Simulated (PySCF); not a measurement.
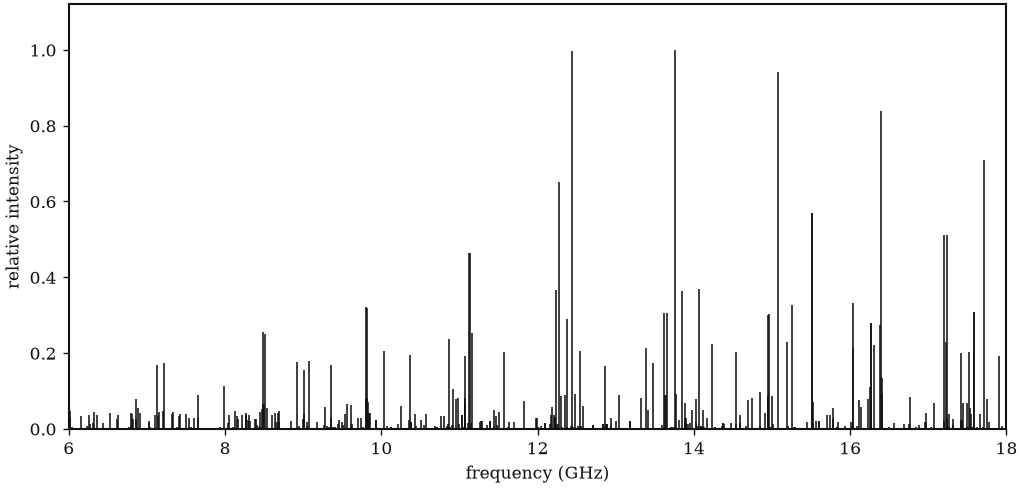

Simulated rotational absorption lines between 6 and 18 GHz at 2 K: rigid rotor with the equilibrium constants and dipole of one optimised conformer (PBE0-D3(BJ)/def2-SVP, PySCF 2.14.0), commonest isotopes; no centrifugal distortion, hyperfine structure, internal rotation or nuclear-spin weights; lines within 1 MHz of each other are summed.

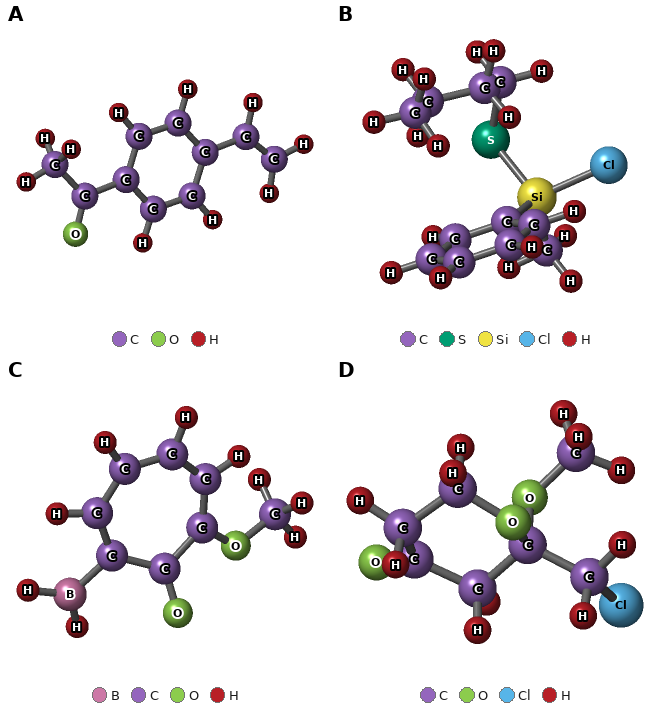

Question: Which molecule gives this spectrum? The candidates are drawn in the second picture.

Answer: Structure C, C₈H₉BO₂, SMILES Bc1ccccc(OC)c1=O. Rotational constants A, B, C = 1.628, 1.019, 0.6585 GHz, |μa|, |μb|, |μc| = 2.43, 5.05, 0.90 D.

Note: coarse grid, loose stop and no frequency check, small forces are noise and the end may be a saddle.
